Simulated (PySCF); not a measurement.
C5H15BSi, SMILES C[Si](CCB)(C)C at its GFN2-xTB optimised geometry (Å):

```
22

B      2.5854     0.0756     1.2920
C      1.0210     0.0373     1.2122
C      0.3987    -0.6684     0.0000
Si    -1.5160    -0.6684     0.0000
C     -2.1698    -1.5713     1.5516
C     -2.1427    -1.5673    -1.5621
C     -2.1712     1.1262     0.0000
H      3.0944     0.6102     2.2007
H      3.2537    -0.4169     0.4681
H      0.6436     1.0644     1.2571
H      0.6385    -0.4267     2.1277
H      0.7655    -1.6956    -0.0319
H      0.7663    -0.1894    -0.9089
H     -3.2514    -1.6642     1.5254
H     -1.7580    -2.5732     1.6301
H     -1.9126    -1.0389     2.4626
H     -1.7926    -1.0809    -2.4673
H     -1.8005    -2.5970    -1.5913
H     -3.2275    -1.5823    -1.5979
H     -1.7679     1.6956    -0.8322
H     -3.2537     1.1488    -0.0834
H     -1.9060     1.6489     0.9142
```

Computed with PySCF 2.14.0 with CAM-B3LYP/def2-SVP.

Map of the electron localisation function on the plane z = 0.6 Å:

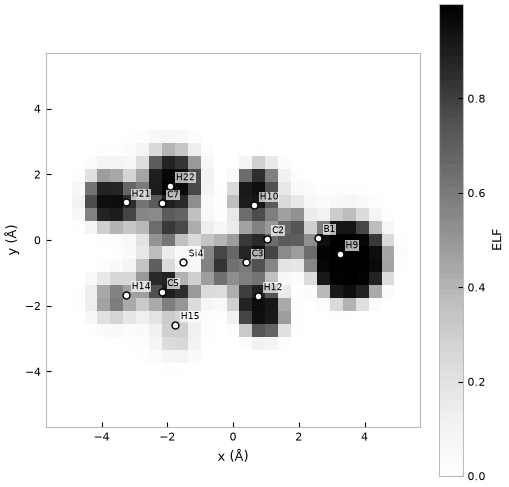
Figure: Electron localisation function on the plane z = 0.6 Å.
